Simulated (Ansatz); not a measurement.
## Run report: C2H7AlOSi, geometry relaxation (part 2 of 2)

The same run, continued: C2H7AlOSi; RKS BLYP/def2-SVP (Ansatz 0.2.0). It belongs to a series of runs on one base structure; here: end point A relaxed.

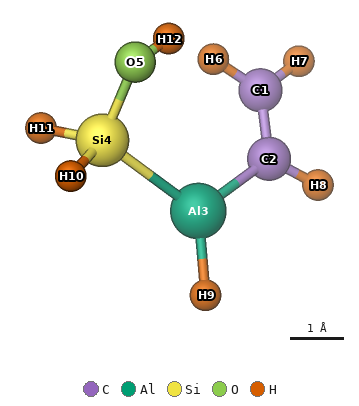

Figure 1. The geometry at step 12 of the log (ball-and-stick view, seen at a tilt; atoms are numbered from 1 in the order of the input).

**Trajectory as extended XYZ, continued**
```
12
Properties=species:S:1:pos:R:3:forces:R:3 step=6 energy=-18699.84609
C    -1.4910    1.4003   -0.3899    0.0864   0.0754  -0.0045
C    -1.0949    0.5550   -1.3744   -0.0526  -0.1301  -0.0705
Al    0.1015   -0.9934   -1.0780    0.0138   0.1551   0.1104
Si    1.2050   -1.1320    1.1500    0.0359  -0.0203   0.0135
O     1.8961    0.3842    1.5343   -0.1300   0.0936  -0.0586
H    -1.1327    1.3105    0.6516    0.0038  -0.0513   0.0425
H    -2.1811    2.2458   -0.5644   -0.0322  -0.0005   0.0025
H    -1.5355    0.7581   -2.3721    0.0508  -0.0252  -0.0060
H     0.3844   -2.0343   -2.2506   -0.0529  -0.0407  -0.0951
H     2.3545   -2.0999    1.1962   -0.0151   0.0044  -0.0127
H     0.2506   -1.5865    2.2340   -0.0096  -0.0160   0.0148
H     1.3202    1.1370    1.2974    0.1017  -0.0443   0.0637
12
Properties=species:S:1:pos:R:3:forces:R:3 step=7 energy=-18699.85266
C    -1.4725    1.3931   -0.3956    0.0068   0.0171  -0.0098
C    -1.0903    0.5448   -1.3838   -0.0044   0.0005   0.0438
Al    0.0953   -0.9976   -1.0735   -0.0032   0.0088   0.0060
Si    1.2055   -1.1223    1.1523    0.0308   0.0162  -0.0029
O     1.8700    0.4015    1.5483    0.1168  -0.1959   0.0419
H    -1.1344    1.2735    0.6498    0.0354  -0.0189   0.0332
H    -2.1476    2.2520   -0.5600   -0.0358   0.0159  -0.0180
H    -1.5078    0.7589   -2.3862   -0.0008   0.0066  -0.0533
H     0.3157   -2.0450   -2.2623   -0.0015  -0.0227  -0.0003
H     2.3724   -2.0693    1.1775   -0.0108   0.0081   0.0084
H     0.2632   -1.6053    2.2364    0.0058  -0.0085  -0.0076
H     1.3074    1.1606    1.3311   -0.1390   0.1728  -0.0415
12
Properties=species:S:1:pos:R:3:forces:R:3 step=8 energy=-18699.85374
C    -1.4532    1.4013   -0.3962   -0.0216  -0.0409   0.0128
C    -1.0804    0.5474   -1.3835    0.0146   0.0416   0.0573
Al    0.0857   -1.0073   -1.0697    0.0199  -0.0290  -0.0218
Si    1.2091   -1.1248    1.1482    0.0244   0.0228   0.0240
O     1.8309    0.4137    1.5568   -0.1092   0.1345  -0.0430
H    -1.1191    1.2718    0.6501    0.0257   0.0025   0.0123
H    -2.1270    2.2619   -0.5575   -0.0100   0.0287  -0.0219
H    -1.4892    0.7663   -2.3878   -0.0258   0.0076  -0.0641
H     0.2780   -2.0697   -2.2529   -0.0034  -0.0069   0.0203
H     2.4008   -2.0429    1.1708   -0.0215   0.0259  -0.0064
H     0.2826   -1.6464    2.2295    0.0078   0.0059  -0.0163
H     1.2589    1.1733    1.3261    0.0993  -0.1925   0.0468
12
Properties=species:S:1:pos:R:3:forces:R:3 step=9 energy=-18699.85504
C    -1.4537    1.4058   -0.3997   -0.0088  -0.0308  -0.0094
C    -1.0812    0.5496   -1.3854    0.0032   0.0320   0.0137
Al    0.0883   -1.0040   -1.0703    0.0048  -0.0271  -0.0113
Si    1.2129   -1.1242    1.1475   -0.0091  -0.0389  -0.0106
O     1.8345    0.4107    1.5572   -0.0296   0.1124  -0.0002
H    -1.1104    1.2849    0.6453    0.0085   0.0014  -0.0030
H    -2.1321    2.2628   -0.5639   -0.0017   0.0169  -0.0065
H    -1.4962    0.7611   -2.3909   -0.0085   0.0025  -0.0035
H     0.2754   -2.0757   -2.2465   -0.0045   0.0039   0.0175
H     2.4033   -2.0419    1.1616   -0.0038   0.0130   0.0003
H     0.2886   -1.6467    2.2291    0.0005  -0.0056  -0.0086
H     1.2475    1.1623    1.3500    0.0491  -0.0798   0.0218
12
Properties=species:S:1:pos:R:3:forces:R:3 step=10 energy=-18699.85594
C    -1.4491    1.4095   -0.4045   -0.0021   0.0124   0.0079
C    -1.0734    0.5542   -1.3888   -0.0042  -0.0168  -0.0275
Al    0.0745   -1.0159   -1.0676    0.0238   0.0341   0.0170
Si    1.2202   -1.1200    1.1414    0.0113  -0.0176   0.0003
O     1.8216    0.4197    1.5696   -0.0125  -0.0099  -0.0014
H    -1.1148    1.2842    0.6427    0.0022  -0.0023   0.0025
H    -2.1167    2.2748   -0.5731    0.0021   0.0003  -0.0033
H    -1.4780    0.7717   -2.3976   -0.0075   0.0022   0.0017
H     0.2391   -2.1061   -2.2277   -0.0099  -0.0078   0.0020
H     2.4273   -2.0152    1.1409   -0.0047   0.0026  -0.0007
H     0.3075   -1.6732    2.2177    0.0058  -0.0003   0.0036
H     1.2188    1.1611    1.3810   -0.0044   0.0031  -0.0022
12
Properties=species:S:1:pos:R:3:forces:R:3 step=11 energy=-18699.85662
C    -1.4396    1.4217   -0.4141    0.0042   0.0284   0.0157
C    -1.0696    0.5600   -1.3947    0.0053  -0.0240  -0.0271
Al    0.0719   -1.0138   -1.0628   -0.0072  -0.0124   0.0083
Si    1.2316   -1.1260    1.1389    0.0063   0.0376   0.0087
O     1.7950    0.4247    1.5834   -0.0127  -0.0361   0.0058
H    -1.1032    1.2983    0.6331   -0.0043   0.0090  -0.0076
H    -2.1014    2.2915   -0.5859    0.0021  -0.0195   0.0053
H    -1.4765    0.7729   -2.4039    0.0060  -0.0008   0.0110
H     0.1999   -2.1315   -2.2026    0.0000   0.0106  -0.0004
H     2.4618   -1.9902    1.1244   -0.0166   0.0069  -0.0062
H     0.3353   -1.7154    2.2112    0.0160   0.0029  -0.0093
H     1.1719    1.1524    1.4070    0.0010  -0.0027  -0.0042
12
Properties=species:S:1:pos:R:3:forces:R:3 step=12 energy=-18699.85697
C    -1.4329    1.4292   -0.4212   -0.0164   0.0023   0.0098
C    -1.0688    0.5604   -1.3980    0.0037  -0.0153  -0.0211
Al    0.0695   -1.0145   -1.0599   -0.0136   0.0049  -0.0055
Si    1.2326   -1.1248    1.1392    0.0120   0.0104   0.0174
O     1.7876    0.4240    1.5983   -0.0282  -0.0110  -0.0050
H    -1.0892    1.3139    0.6247   -0.0032   0.0108  -0.0120
H    -2.1032    2.2922   -0.5936    0.0165  -0.0070   0.0044
H    -1.4836    0.7647   -2.4060    0.0066  -0.0026   0.0196
H     0.1895   -2.1361   -2.1974    0.0032   0.0088   0.0087
H     2.4672   -1.9819    1.1088   -0.0077   0.0070  -0.0022
H     0.3480   -1.7321    2.2113    0.0094   0.0053  -0.0147
H     1.1603    1.1498    1.4277    0.0176  -0.0137   0.0006
12
Properties=species:S:1:pos:R:3:forces:R:3 step=13 energy=-18699.85720
C    -1.4323    1.4342   -0.4259    0.0112   0.0019  -0.0070
C    -1.0740    0.5579   -1.3987   -0.0028  -0.0004   0.0040
Al    0.0664   -1.0137   -1.0557   -0.0025   0.0066  -0.0207
Si    1.2349   -1.1256    1.1395    0.0009  -0.0020   0.0197
O     1.7823    0.4210    1.6122   -0.0319   0.0143  -0.0092
H    -1.0779    1.3303    0.6176   -0.0144  -0.0008  -0.0114
H    -2.1018    2.2968   -0.6012    0.0074  -0.0020   0.0037
H    -1.4941    0.7554   -2.4057   -0.0004  -0.0063   0.0171
H     0.1907   -2.1350   -2.1928    0.0001   0.0037   0.0091
H     2.4722   -1.9779    1.1005   -0.0016   0.0051  -0.0022
H     0.3543   -1.7458    2.2068    0.0063   0.0022  -0.0087
H     1.1561    1.1471    1.4374    0.0277  -0.0224   0.0054
12
Properties=species:S:1:pos:R:3:forces:R:3 step=14 energy=-18699.85739
C    -1.4279    1.4419   -0.4321    0.0090  -0.0192  -0.0133
C    -1.0792    0.5553   -1.3994   -0.0080   0.0138   0.0261
Al    0.0639   -1.0126   -1.0527   -0.0013   0.0022  -0.0152
Si    1.2369   -1.1261    1.1398    0.0017  -0.0023   0.0153
O     1.7734    0.4187    1.6292   -0.0264   0.0115  -0.0099
H    -1.0702    1.3446    0.6109   -0.0024   0.0008  -0.0120
H    -2.0947    2.3055   -0.6106   -0.0013   0.0041  -0.0003
H    -1.5065    0.7445   -2.4045    0.0018   0.0007   0.0039
H     0.1895   -2.1381   -2.1848   -0.0010   0.0008   0.0032
H     2.4799   -1.9693    1.0879    0.0008   0.0026   0.0018
H     0.3628   -1.7647    2.2012    0.0054   0.0017  -0.0049
H     1.1492    1.1449    1.4491    0.0216  -0.0165   0.0055
12
Properties=species:S:1:pos:R:3:forces:R:3 step=15 energy=-18699.85745
C    -1.4252    1.4456   -0.4345    0.0084  -0.0172  -0.0126
C    -1.0818    0.5539   -1.3990   -0.0008   0.0187   0.0247
Al    0.0627   -1.0126   -1.0520   -0.0018  -0.0037  -0.0044
Si    1.2379   -1.1271    1.1398    0.0053   0.0026   0.0117
O     1.7661    0.4183    1.6365   -0.0166  -0.0022  -0.0071
H    -1.0644    1.3522    0.6075   -0.0008  -0.0018  -0.0063
H    -2.0901    2.3103   -0.6146   -0.0036   0.0040  -0.0019
H    -1.5110    0.7408   -2.4036   -0.0029  -0.0005  -0.0021
H     0.1865   -2.1408   -2.1812   -0.0005   0.0006  -0.0010
H     2.4858   -1.9631    1.0839   -0.0005   0.0012   0.0005
H     0.3684   -1.7760    2.1985    0.0033   0.0025  -0.0045
H     1.1422    1.1433    1.4527    0.0104  -0.0043   0.0030
12
Properties=species:S:1:pos:R:3:forces:R:3 step=16 energy=-18699.85747
C    -1.4228    1.4477   -0.4355    0.0038  -0.0092  -0.0077
C    -1.0819    0.5539   -1.3985   -0.0047   0.0090   0.0175
Al    0.0620   -1.0130   -1.0518    0.0044  -0.0038   0.0009
Si    1.2388   -1.1281    1.1399    0.0034   0.0058   0.0059
O     1.7608    0.4182    1.6401   -0.0069  -0.0110  -0.0034
H    -1.0598    1.3566    0.6058    0.0023  -0.0012  -0.0010
H    -2.0879    2.3123   -0.6159   -0.0030   0.0022  -0.0019
H    -1.5147    0.7378   -2.4019    0.0001   0.0016  -0.0058
H     0.1848   -2.1416   -2.1806   -0.0014  -0.0005  -0.0024
H     2.4897   -1.9594    1.0840   -0.0019   0.0002  -0.0010
H     0.3704   -1.7820    2.1962    0.0024   0.0015  -0.0017
H     1.1376    1.1423    1.4521    0.0015   0.0053   0.0006
12
Properties=species:S:1:pos:R:3:forces:R:3 step=17 energy=-18699.85749
C    -1.4219    1.4476   -0.4351    0.0012   0.0006  -0.0026
C    -1.0817    0.5534   -1.3977   -0.0010   0.0030   0.0043
Al    0.0621   -1.0139   -1.0522    0.0018  -0.0014   0.0045
Si    1.2385   -1.1279    1.1402    0.0044   0.0033  -0.0003
O     1.7584    0.4187    1.6409   -0.0029  -0.0119  -0.0016
H    -1.0583    1.3567    0.6059    0.0012  -0.0015   0.0027
H    -2.0865    2.3126   -0.6158   -0.0015  -0.0002  -0.0008
H    -1.5143    0.7377   -2.4013   -0.0010   0.0003  -0.0044
H     0.1833   -2.1420   -2.1815    0.0000  -0.0008  -0.0015
H     2.4904   -1.9578    1.0837   -0.0013  -0.0004   0.0003
H     0.3710   -1.7832    2.1961    0.0010   0.0008  -0.0002
H     1.1359    1.1428    1.4509   -0.0019   0.0083  -0.0005
```

This output came from the following input.

**Input**
```yaml
crystal:
  periodic: [false, false, false]
  atoms:
    - { symbol: C, position_ang: [-1.4822, 1.3375, -0.3786] }
    - { symbol: C, position_ang: [-1.1827, 0.5203, -1.3477] }
    - { symbol: Al, position_ang: [0.1237, -0.8935, -1.0398] }
    - { symbol: Si, position_ang: [1.2694, -1.0801, 1.0818] }
    - { symbol: O, position_ang: [2.0679, 0.3394, 1.4163] }
    - { symbol: H, position_ang: [-1.0924, 1.3437, 0.5996] }
    - { symbol: H, position_ang: [-2.2412, 2.1534, -0.5929] }
    - { symbol: H, position_ang: [-1.5933, 0.6106, -2.3371] }
    - { symbol: H, position_ang: [0.5352, -1.8983, -2.1534] }
    - { symbol: H, position_ang: [2.1251, -2.2301, 1.0904] }
    - { symbol: H, position_ang: [0.1592, -1.3081, 2.1373] }
    - { symbol: H, position_ang: [1.3883, 1.0499, 1.5581] }
basis:
  gaussian: { orbitals: def2-SVP }
hamiltonian:
  xc: blyp
relax:
  f_tol: 0.015
  max_steps: 40
```

Command:
```bash
ansatz run input.yaml --threads 2 --pin off --max-ram 3072MiB --backend cpu --events-out ev --progress --plain --runs-dir out
```

**Key numbers**

| quantity | value |
| --- | --- |
| outcome | converged |
| total energy | −18699.8579 eV |
| mean-field energy | −18699.8579 eV |
| largest force (length of the vector) at the end | 0.012 eV/Å |
| hardware | 2 threads of Arm Neoverse V1, 24 GiB of memory available, shared host |
| wall time | 51 s (CPU time 99 s) |
| peak memory | 0.15 GiB |
